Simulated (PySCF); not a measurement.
**C9H18OSi: NMR shifts at several levels of theory**

Aim: compute the NMR shifts of C9H18OSi (`C[Si](C)(C)OC1=CCCCC1`) at several levels, and see how far they spread and what each costs.

Programs: PySCF 2.14.0, with density-fitted response routines of our own. Each step states its level of theory. These are calculated values for one molecule in the gas phase, unless marked as measured. Atoms count from 0, in the outputs and in this text.

### Step 1. The starting structure

29 atoms, charge 0, multiplicity 1; geometry from: GFN2-xTB.

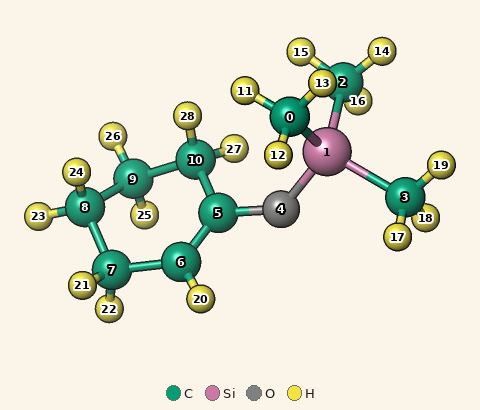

As it starts; carbon teal, silicon pink, oxygen grey, hydrogen yellow, atoms numbered; sticks join atoms by distance.

### Step 2. Geometry optimisation at PBE0-D3(BJ)/def2-SVP

The job: settings as JSON, then the geometry in Å.

```
{"job": {"xc": "PBE0", "basis": "def2-SVP", "d3": "d3bj", "grid": 1, "kind": "geom"}, "charge": 0, "multiplicity": 1}
C     -1.799680     1.442410     1.646630
Si    -1.917440     0.047820     0.348610
C     -2.085900    -1.627000     1.253160
C     -3.384890     0.296810    -0.828350
O     -0.650860     0.115290    -0.683540
C      0.702490     0.060820    -0.548730
C      1.472200     0.929350    -1.191720
C      2.968370     0.923600    -1.110490
C      3.460360     0.089360     0.068840
C      2.731660    -1.249140     0.091250
C      1.243390    -1.022930     0.337920
H     -0.957070     1.296890     2.317550
H     -1.666730     2.407480     1.165780
H     -2.694730     1.501680     2.257140
H     -3.049490    -1.704220     1.747220
H     -1.321990    -1.768110     2.012970
H     -2.013110    -2.458290     0.556860
H     -3.317750     1.242520    -1.355480
H     -3.432520    -0.489910    -1.574160
H     -4.320580     0.288810    -0.279960
H      1.015630     1.678440    -1.821320
H      3.330160     1.951090    -1.021400
H      3.377170     0.520920    -2.043910
H      4.538350    -0.065360    -0.007080
H      3.260540     0.621480     1.001130
H      2.869880    -1.748510    -0.869510
H      3.142270    -1.895120     0.869640
H      0.677590    -1.938380     0.154690
H      1.071250    -0.736290     1.380470
```

Log:

```text
step   0  E = -717.57043493  max force = 0.032253
step   1  E = -717.57587669  max force = 0.010129
step   2  E = -717.57625261  max force = 0.002953
step   3  E = -717.57632650  max force = 0.004941
step   4  E = -717.57648856  max force = 0.003115
step   5  E = -717.57655542  max force = 0.001988
step   6  E = -717.57664808  max force = 0.001992
step   7  E = -717.57672099  max force = 0.001704
step   8  E = -717.57683500  max force = 0.002040
step   9  E = -717.57692340  max force = 0.001378
step  10  E = -717.57698569  max force = 0.000705
step  11  E = -717.57699839  max force = 0.000539
step  12  E = -717.57699279  max force = 0.000399
step  13  E = -717.57698674  max force = 0.000176
step  14  E = -717.57699259  max force = 0.000162
step  15  E = -717.57699289  max force = 0.000125
step  16  E = -717.57699258  max force = 0.000118
optimisation converged
```

It took 6.4 min on 8 threads of Arm Neoverse V1, shared host.

Relaxation path:

| step | energy from step 0 (eV) | largest force component (eV/Å) |
| --- | --- | --- |
| 0 | 0.0000 | 1.6585 |
| 1 | -0.1481 | 0.5209 |
| 2 | -0.1583 | 0.1518 |
| 3 | -0.1603 | 0.2541 |
| 4 | -0.1647 | 0.1602 |
| 5 | -0.1665 | 0.1022 |
| 6 | -0.1691 | 0.1024 |
| 7 | -0.1711 | 0.0876 |
| 8 | -0.1742 | 0.1049 |
| 9 | -0.1766 | 0.0709 |
| 10 | -0.1783 | 0.0363 |
| 11 | -0.1786 | 0.0277 |
| 12 | -0.1784 | 0.0205 |
| 13 | -0.1783 | 0.0091 |
| 14 | -0.1784 | 0.0083 |
| 15 | -0.1785 | 0.0064 |
| 16 | -0.1784 | 0.0061 |

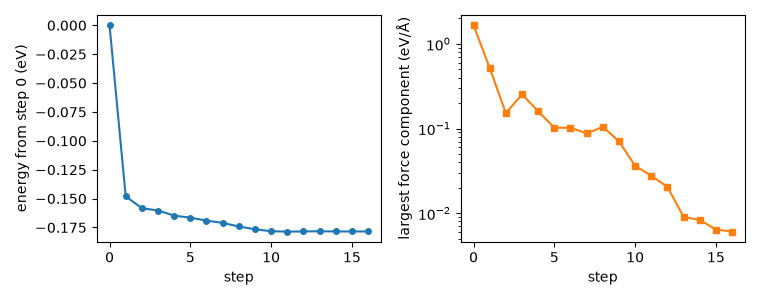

Energy and force, step by step.

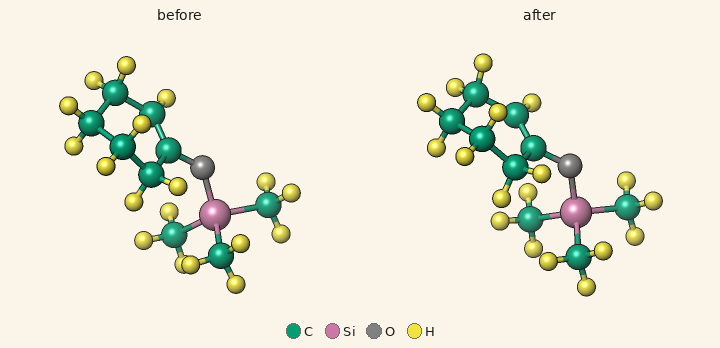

Before and after, at one scale.

Distances of close pairs at the start and the end, largest changes first:

| bond | before (Å) | after (Å) | change (Å) |
| --- | --- | --- | --- |
| Si1–O4 | 1.635 | 1.690 | +0.054 |
| C0–Si1 | 1.909 | 1.873 | -0.036 |
| Si1–C2 | 1.911 | 1.875 | -0.035 |
| Si1–C3 | 1.898 | 1.866 | -0.031 |
| C3–H19 | 1.085 | 1.101 | +0.017 |
| C0–H13 | 1.085 | 1.102 | +0.016 |
| C2–H14 | 1.086 | 1.102 | +0.016 |
| C3–H18 | 1.085 | 1.101 | +0.016 |

The next job starts from the end point, and lists it.

| at the end point | value |
| --- | --- |
| point group (found at 0.08 Å tolerance) | C1 |
| rotational constants (GHz, main isotopes) | 1.823, 0.527, 0.486 |
| dipole moment (D) | 1.28 |

### Step 3. Nuclear shieldings: PBE0/pcSseg-1

The job: settings as JSON, then the geometry in Å.

```
{"job": {"kind": "nmr", "xc": "PBE0", "basis": "pcSseg-1", "pop": false}, "charge": 0, "multiplicity": 1}
C     -1.457745     1.456173     1.395452
Si    -1.930245    -0.025892     0.352902
C     -2.152748    -1.550976     1.421470
C     -3.466568     0.282899    -0.660766
O     -0.708917    -0.293619    -0.783681
C      0.631108    -0.149257    -0.612373
C      1.291328     0.894727    -1.134327
C      2.771256     1.086721    -0.985016
C      3.359418     0.193066     0.101762
C      2.821678    -1.226974    -0.015837
C      1.307555    -1.247764     0.157422
H     -0.529242     1.265324     1.956252
H     -1.288673     2.341435     0.763112
H     -2.249533     1.697433     2.122272
H     -3.026009    -1.439249     2.084344
H     -1.272299    -1.738497     2.055172
H     -2.315437    -2.441863     0.794799
H     -3.342051     1.169116    -1.301573
H     -3.679937    -0.578830    -1.312109
H     -4.342485     0.445641    -0.013137
H      0.716765     1.628720    -1.707168
H      2.990097     2.145578    -0.764400
H      3.274177     0.882511    -1.950283
H      4.459668     0.199753     0.048829
H      3.088991     0.598910     1.092965
H      3.077601    -1.628214    -1.011989
H      3.297830    -1.891650     0.722044
H      0.880595    -2.210371    -0.170135
H      1.042393    -1.153342     1.228206
```

Level: GIAO PBE0/pcSseg-1 NMR shielding, non-relativistic, gas phase.

Log:

```text
coarse grid: 23648 points
cycle   1  E = -717.6601207697  dE =  1.141e+00  |g| = 8.152e-01  |ddm| = 4.777e+00
cycle   2  E = -717.5808564987  dE =  7.926e-02  |g| = 1.050e+00  |ddm| = 1.645e+00
cycle   3  E = -717.8034381473  dE = -2.226e-01  |g| = 1.505e-01  |ddm| = 1.069e+00
cycle   4  E = -717.8074488482  dE = -4.011e-03  |g| = 4.325e-02  |ddm| = 1.462e-01
cycle   5  E = -717.8077962007  dE = -3.474e-04  |g| = 1.815e-02  |ddm| = 5.041e-02
cycle   6  E = -717.8078727287  dE = -7.653e-05  |g| = 4.705e-03  |ddm| = 1.964e-02
cycle   7  E = -717.8078779847  dE = -5.256e-06  |g| = 8.640e-04  |ddm| = 5.143e-03
final grid: 220704 points
cycle   8  E = -717.8835534643  dE = -5.517e-05  |g| = 1.291e-02  |ddm| = 4.312e-02
cycle   9  E = -717.8835194113  dE =  3.405e-05  |g| = 1.842e-02  |ddm| = 2.485e-02
cycle  10  E = -717.8835903648  dE = -7.095e-05  |g| = 2.201e-03  |ddm| = 1.560e-02
cycle  11  E = -717.8835913439  dE = -9.792e-07  |g| = 3.658e-04  |ddm| = 2.290e-03
cycle  12  E = -717.8835913659  dE = -2.193e-08  |g| = 1.861e-04  |ddm| = 5.062e-04
cycle  13  E = -717.8835913741  dE = -8.278e-09  |g| = 4.436e-05  |ddm| = 1.951e-04
cycle  14  E = -717.8835913746  dE = -4.427e-10  |g| = 8.799e-06  |ddm| = 4.849e-05
converged SCF energy = -717.8835913746

GIAO shielding tensors (ppm)
atom      isotropic    diamagn.    paramagn.     s11        s22        s33       span
  0 C      186.296     258.681     -72.385    184.046    184.661    190.180      6.134
  1 Si     329.323     883.951    -554.628    310.755    323.721    353.493     42.738
  2 C      181.622     257.704     -76.082    173.413    181.933    189.520     16.107
  3 C      183.751     256.281     -72.530    175.249    184.542    191.462     16.213
  4 O      195.665     406.171    -210.507    142.322    191.000    253.671    111.349
  5 C       25.621     255.974    -230.353    -83.113     57.387    102.590    185.703
  6 C       71.172     256.304    -185.132    -24.093     91.148    146.460    170.553
  7 C      157.716     247.332     -89.616    151.022    158.797    163.330     12.308
  8 C      159.550     247.943     -88.392    154.990    160.607    163.055      8.065
  9 C      159.084     247.019     -87.935    155.449    157.511    164.291      8.842
 10 C      151.055     249.536     -98.481    142.326    147.297    163.544     21.219
 11 H       31.076      35.460      -4.384     26.560     29.908     36.760     10.201
 12 H       31.034      34.054      -3.020     27.100     28.743     37.260     10.161
 13 H       31.490      30.383       1.108     27.471     28.472     38.528     11.058
 14 H       31.408      29.512       1.896     27.245     28.600     38.379     11.134
 15 H       31.101      34.425      -3.324     26.718     30.075     36.509      9.791
 16 H       30.943      32.000      -1.058     27.746     28.092     36.990      9.244
 17 H       30.993      32.041      -1.047     26.509     28.915     37.556     11.047
 18 H       30.869      30.958      -0.089     26.734     28.603     37.269     10.535
 19 H       31.491      28.556       2.934     27.383     28.733     38.355     10.972
 20 H       26.105      35.435      -9.331     23.312     25.343     29.659      6.347
 21 H       29.312      29.308       0.004     24.829     27.246     35.860     11.031
 22 H       29.091      28.537       0.555     24.707     26.776     35.792     11.085
 23 H       29.736      27.407       2.329     24.940     27.431     36.837     11.897
 24 H       30.065      30.948      -0.883     27.060     27.778     35.358      8.298
 25 H       29.799      30.084      -0.285     25.449     28.112     35.835     10.386
 26 H       29.643      28.909       0.733     24.530     27.944     36.454     11.924
 27 H       29.441      32.711      -3.270     24.243     30.324     33.757      9.514
 28 H       29.405      34.375      -4.970     24.642     29.746     33.825      9.183
```

Run time: 58 s. Hardware: 8 threads of Arm Neoverse V1, shared host.

Shifts follow as δ = σ(reference) − σ, with reference shieldings (ppm) from runs at the same level and on the same kind of geometry: 1H TMS 31.27, 13C TMS 184.4, 29Si TMS 352.0, 17O H2O 334.6. The references are single molecules in the gas phase, so shifts against H2O, NH3, PH3, H3PO4 or CFCl3 are not on the usual liquid scales and can be off by tens of ppm. Atoms listed in one row are averaged.

| atoms | environment | σ (ppm) | δ (ppm) | δ scaled to CDCl3 |
| --- | --- | --- | --- | --- |
| C5 | alkene carbon bearing oxygen | 25.6 | 158.8 | 153.7 |
| C6 | β carbon of an enol-ether or enamine type C=C | 71.2 | 113.2 | 109.4 |
| C10 | allylic sp3 CH2 | 151.1 | 33.4 | 31.9 |
| C7 | allylic sp3 CH2 | 157.7 | 26.7 | 25.4 |
| C9 | sp3 CH2 in a ring | 159.1 | 25.3 | 24.1 |
| C8 | sp3 CH2 in a ring | 159.6 | 24.9 | 23.6 |
| C0, C2, C3 | methyl carbon bonded to Si | 183.9 | 0.5 | 0.0 |
| H20 | hydrogen on a β carbon of an enol-ether or enamine type C=C | 26.10 | 5.16 | 5.11 |
| H21, H22 | hydrogen on an allylic sp3 CH2 | 29.20 | 2.07 | 2.17 |
| H27, H28 | hydrogen on an allylic sp3 CH2 | 29.42 | 1.84 | 1.96 |
| H25, H26 | hydrogen on an sp3 CH2 in a ring | 29.72 | 1.55 | 1.68 |
| H23, H24 | hydrogen on an sp3 CH2 in a ring | 29.90 | 1.37 | 1.51 |
| H11, H12, H13, H14, H15 and 4 more | hydrogen on a methyl carbon bonded to Si | 31.16 | 0.11 | 0.32 |
| Si1 | silicon bonded to 3 C, O | 329.3 | 22.7 | – |
| O4 | oxygen bonded to C, Si | 195.7 | 138.9 | – |

The scaled column applies a straight-line fit of computed shieldings to shifts measured in CDCl3 (root-mean-square error 0.21 ppm for H, 2.0 ppm for C).

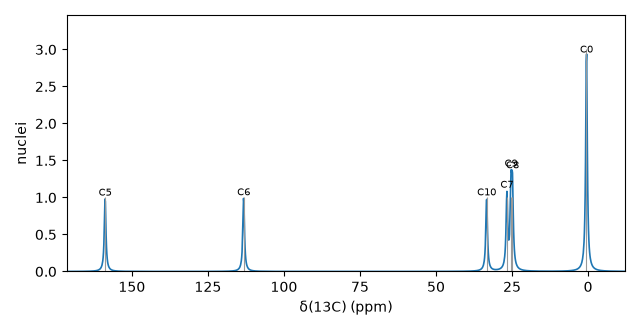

13C lines at the computed shifts, without couplings. Lines are broadened to a width of 0.63 ppm (Lorentzian).

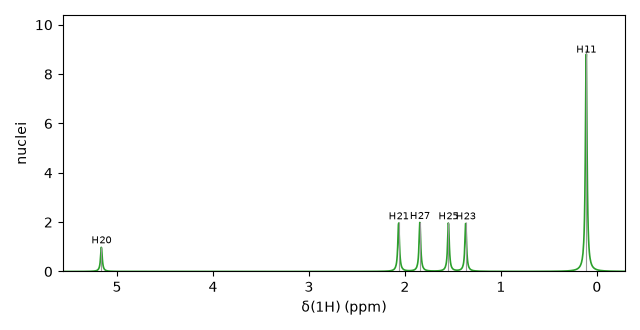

1H lines at the computed shifts, without couplings. Lines are broadened to a width of 0.02 ppm (Lorentzian).

Ring of atoms C5, C6, C7, C8, C9, C10: NICS(0) -2.2, NICS(1) -2.3, NICS(1)zz 1.9 ppm (means of both faces).

### Step 4. Nuclear shieldings: PBE/pcSseg-1

The job, as its differences from that of step 3:

```diff
@@ -1,2 +1,2 @@
-{"job": {"kind": "nmr", "xc": "PBE0", "basis": "pcSseg-1", "pop": false}, "charge": 0, "multiplicity": 1}
+{"job": {"kind": "nmr", "xc": "PBE", "basis": "pcSseg-1", "pop": false}, "charge": 0, "multiplicity": 1}
 C     -1.457745     1.456173     1.395452
```

With the program's defaults for keys left out, this is: GIAO PBE/pcSseg-1 NMR shielding, non-relativistic, gas phase.

Log:

```text
coarse grid: 23648 points
cycle   1  E = -717.4072062137  dE =  8.834e-01  |g| = 1.102e+00  |ddm| = 4.891e+00
cycle   2  E = -716.8918710285  dE =  5.153e-01  |g| = 1.861e+00  |ddm| = 3.078e+00
cycle   3  E = -717.6728837943  dE = -7.810e-01  |g| = 3.208e-01  |ddm| = 2.366e+00
cycle   4  E = -717.6917390697  dE = -1.886e-02  |g| = 9.280e-02  |ddm| = 3.473e-01
cycle   5  E = -717.6927489680  dE = -1.010e-03  |g| = 6.229e-02  |ddm| = 1.353e-01
cycle   6  E = -717.6937240661  dE = -9.751e-04  |g| = 1.508e-02  |ddm| = 7.159e-02
cycle   7  E = -717.6937794301  dE = -5.536e-05  |g| = 3.944e-03  |ddm| = 1.864e-02
cycle   8  E = -717.6937828117  dE = -3.382e-06  |g| = 9.634e-04  |ddm| = 4.105e-03
final grid: 220704 points
cycle   9  E = -717.7971465739  dE = -4.425e-05  |g| = 2.167e-02  |ddm| = 6.029e-02
cycle  10  E = -717.7968669488  dE =  2.796e-04  |g| = 4.236e-02  |ddm| = 5.072e-02
cycle  11  E = -717.7972410724  dE = -3.741e-04  |g| = 7.074e-03  |ddm| = 3.862e-02
cycle  12  E = -717.7972523032  dE = -1.123e-05  |g| = 1.244e-03  |ddm| = 7.854e-03
cycle  13  E = -717.7972526009  dE = -2.977e-07  |g| = 5.818e-04  |ddm| = 1.735e-03
cycle  14  E = -717.7972526880  dE = -8.706e-08  |g| = 6.749e-05  |ddm| = 5.860e-04
cycle  15  E = -717.7972526888  dE = -8.135e-10  |g| = 2.507e-05  |ddm| = 8.812e-05
converged SCF energy = -717.7972526888

GIAO shielding tensors (ppm)
atom      isotropic    diamagn.    paramagn.     s11        s22        s33       span
  0 C      182.157     257.728     -75.571    179.104    180.673    186.692      7.588
  1 Si     312.066     885.241    -573.175    291.541    305.608    339.048     47.507
  2 C      177.060     256.746     -79.686    168.360    176.843    185.978     17.619
  3 C      179.478     255.325     -75.846    170.474    179.807    188.154     17.680
  4 O      177.374     405.770    -228.396    122.044    171.313    238.766    116.722
  5 C       22.780     256.630    -233.850    -77.352     50.435     95.257    172.610
  6 C       68.520     256.049    -187.529    -20.075     85.558    140.077    160.152
  7 C      151.007     248.191     -97.184    143.448    152.035    157.537     14.089
  8 C      153.360     248.568     -95.208    148.209    155.021    156.851      8.641
  9 C      152.800     247.415     -94.615    148.264    151.243    158.893     10.629
 10 C      144.611     250.406    -105.795    135.697    140.365    157.770     22.073
 11 H       30.969      35.496      -4.527     26.621     29.927     36.359      9.738
 12 H       30.960      34.067      -3.106     27.181     28.826     36.873      9.692
 13 H       31.421      30.440       0.982     27.639     28.558     38.068     10.429
 14 H       31.307      29.563       1.744     27.323     28.657     37.941     10.618
 15 H       31.015      34.396      -3.381     26.864     30.073     36.106      9.242
 16 H       30.882      31.983      -1.101     27.903     28.200     36.543      8.640
 17 H       30.950      32.006      -1.056     26.700     28.946     37.204     10.505
 18 H       30.817      30.931      -0.114     26.922     28.655     36.875      9.953
 19 H       31.407      28.625       2.782     27.502     28.786     37.932     10.430
 20 H       26.084      35.666      -9.582     23.570     25.268     29.414      5.844
 21 H       29.113      29.252      -0.140     24.844     27.277     35.216     10.372
 22 H       28.886      28.302       0.584     24.609     26.778     35.270     10.661
 23 H       29.596      26.861       2.735     25.083     27.498     36.206     11.123
 24 H       29.914      31.487      -1.573     27.058     27.760     34.925      7.867
 25 H       29.659      30.085      -0.425     25.425     28.200     35.353      9.927
 26 H       29.476      28.660       0.815     24.565     28.014     35.848     11.284
 27 H       29.301      32.795      -3.494     24.397     30.339     33.166      8.769
 28 H       29.191      34.773      -5.583     24.632     29.630     33.310      8.678
```

Wall time 40 s (8 threads of Arm Neoverse V1, shared host).

In short: δ C5 157.3, C6 111.5, C10 35.4, C7 29.0, H20 5.11, H21 2.20 ppm (means over like atoms).

### Step 5. Shielding tensors: wB97X-D/pcSseg-1

The job, as its differences from that of step 4:

```diff
@@ -1,2 +1,2 @@
-{"job": {"kind": "nmr", "xc": "PBE", "basis": "pcSseg-1", "pop": false}, "charge": 0, "multiplicity": 1}
+{"job": {"kind": "nmr", "xc": "wB97X-D", "basis": "pcSseg-1", "pop": false}, "charge": 0, "multiplicity": 1}
 C     -1.457745     1.456173     1.395452
```

Method: GIAO wB97X-D/pcSseg-1 NMR shielding, non-relativistic, gas phase.

Log:

```text
coarse grid: 23648 points
cycle   1  E = -718.1836943096  dE =  1.560e+00  |g| = 7.211e-01  |ddm| = 4.714e+00
cycle   2  E = -718.1880840499  dE = -4.390e-03  |g| = 7.743e-01  |ddm| = 1.140e+00
cycle   3  E = -718.2900403558  dE = -1.020e-01  |g| = 9.930e-02  |ddm| = 6.308e-01
cycle   4  E = -718.2917380732  dE = -1.698e-03  |g| = 4.126e-02  |ddm| = 1.004e-01
cycle   5  E = -718.2921344261  dE = -3.964e-04  |g| = 9.249e-03  |ddm| = 4.196e-02
cycle   6  E = -718.2921536088  dE = -1.918e-05  |g| = 2.349e-03  |ddm| = 9.621e-03
cycle   7  E = -718.2921553084  dE = -1.700e-06  |g| = 5.685e-04  |ddm| = 3.336e-03
final grid: 220704 points
cycle   8  E = -718.3759469098  dE = -3.529e-04  |g| = 6.296e-03  |ddm| = 6.215e-02
cycle   9  E = -718.3759541164  dE = -7.207e-06  |g| = 4.521e-03  |ddm| = 1.257e-02
cycle  10  E = -718.3759586286  dE = -4.512e-06  |g| = 7.713e-04  |ddm| = 3.647e-03
cycle  11  E = -718.3759587533  dE = -1.247e-07  |g| = 5.858e-04  |ddm| = 1.469e-03
cycle  12  E = -718.3759588219  dE = -6.862e-08  |g| = 8.282e-05  |ddm| = 5.555e-04
cycle  13  E = -718.3759588236  dE = -1.721e-09  |g| = 2.540e-05  |ddm| = 1.344e-04
cycle  14  E = -718.3759588238  dE = -1.914e-10  |g| = 9.397e-06  |ddm| = 5.278e-05
converged SCF energy = -718.3759588238

GIAO shielding tensors (ppm)
atom      isotropic    diamagn.    paramagn.     s11        s22        s33       span
  0 C      186.272     259.096     -72.824    184.352    184.636    189.827      5.475
  1 Si     330.301     883.986    -553.685    312.059    324.417    354.427     42.368
  2 C      181.732     258.023     -76.291    173.753    182.283    189.160     15.407
  3 C      183.786     256.527     -72.741    175.523    184.851    190.985     15.462
  4 O      203.070     407.136    -204.066    151.301    200.462    257.447    106.146
  5 C       24.598     256.260    -231.662    -87.852     58.747    102.898    190.750
  6 C       70.888     257.082    -186.194    -27.177     92.915    146.926    174.103
  7 C      158.772     247.304     -88.532    152.619    159.479    164.217     11.598
  8 C      160.128     247.579     -87.451    155.804    161.048    163.533      7.729
  9 C      159.702     246.817     -87.115    156.345    158.196    164.566      8.221
 10 C      151.768     249.783     -98.015    142.698    148.052    164.555     21.857
 11 H       31.204      35.918      -4.714     26.721     30.055     36.835     10.115
 12 H       31.144      34.348      -3.204     27.226     28.867     37.339     10.112
 13 H       31.588      30.385       1.204     27.563     28.570     38.631     11.068
 14 H       31.528      29.476       2.052     27.388     28.718     38.480     11.092
 15 H       31.222      34.825      -3.603     26.849     30.222     36.595      9.746
 16 H       31.060      32.178      -1.118     27.846     28.215     37.117      9.271
 17 H       31.102      32.285      -1.183     26.618     29.055     37.633     11.015
 18 H       30.980      31.129      -0.149     26.837     28.739     37.363     10.525
 19 H       31.609      28.520       3.088     27.520     28.848     38.459     10.939
 20 H       26.230      35.696      -9.466     23.424     25.423     29.843      6.419
 21 H       29.515      29.455       0.060     25.038     27.419     36.088     11.050
 22 H       29.311      28.656       0.656     24.954     26.982     35.998     11.044
 23 H       29.886      27.266       2.620     25.060     27.569     37.029     11.969
 24 H       30.225      31.177      -0.952     27.204     27.956     35.516      8.312
 25 H       29.962      30.139      -0.177     25.624     28.244     36.017     10.393
 26 H       29.811      28.913       0.898     24.713     28.077     36.641     11.928
 27 H       29.604      32.966      -3.363     24.378     30.479     33.953      9.575
 28 H       29.591      34.796      -5.205     24.819     29.915     34.038      9.220
```

Wall time 73 s (8 threads of Arm Neoverse V1, shared host).

Key values: δ C5 159.9, C6 113.7, C10 32.8, C7 25.8, H20 5.15, H21 1.97 ppm (means over like atoms).

[end of part 1 of 2]
